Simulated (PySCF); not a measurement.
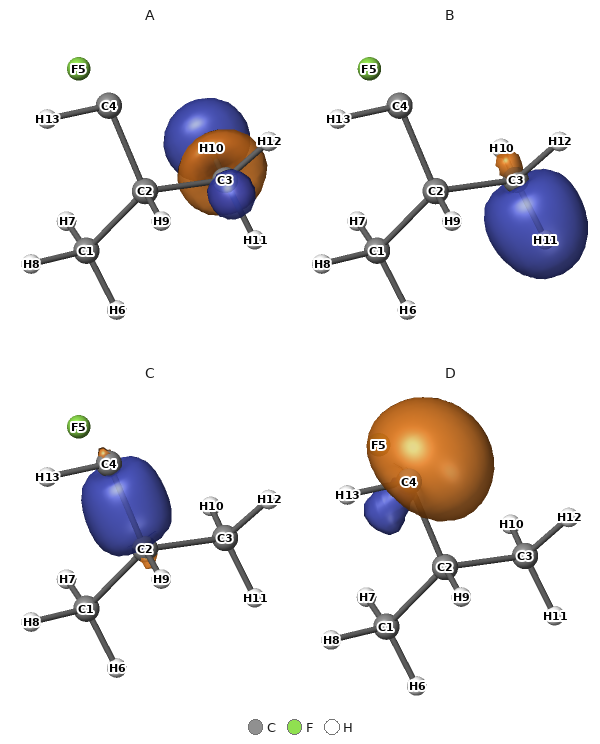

C₄H₈F, charge −1, SMILES `CC(C)[CH-]F`. Intrinsic bond orbitals (IBO), occupied and valence-virtual; each surface holds about 70 % of the orbital's density. Energies are diagonal elements of the Fock matrix.

Computed with PySCF, CAM-B3LYP/aug-cc-pVDZ, geometry: GFN2-xTB. No frequency check shows the geometry to be a minimum.

Cartesian coordinates (Å):

```
C1      -0.9268   -1.2749    0.2649
C2      -0.5003   -0.0132   -0.5165
C3      -1.0347    1.2223    0.2119
C4       1.0028    0.1462   -0.7851
F5       1.6591    0.0655    0.5688
H6      -2.0107   -1.3129    0.4336
H7      -0.4266   -1.2844    1.2324
H8      -0.6331   -2.1742   -0.2792
H9      -0.9756   -0.0583   -1.5129
H10     -0.5499    1.3060    1.1829
H11     -2.1185    1.1706    0.3657
H12     -0.8025    2.1191   -0.3604
H13      1.3392   -0.8377   -1.2324
```

Question: Name the orbitals, with their atomic make-up and energies.

Answer: By panel:
- A: σ* orbital H10–C3 (H10 56 %, C3 43 %; 15.9 eV)
- B: σ bond C3–H11 (C3 55 %, H11 45 %; −10.3 eV)
- C: σ bond C2–C4 (C2 53 %, C4 46 %; −10.3 eV)
- D: lone pair on C4 (sp1.9-type) (C4 97 %; −1.9 eV)
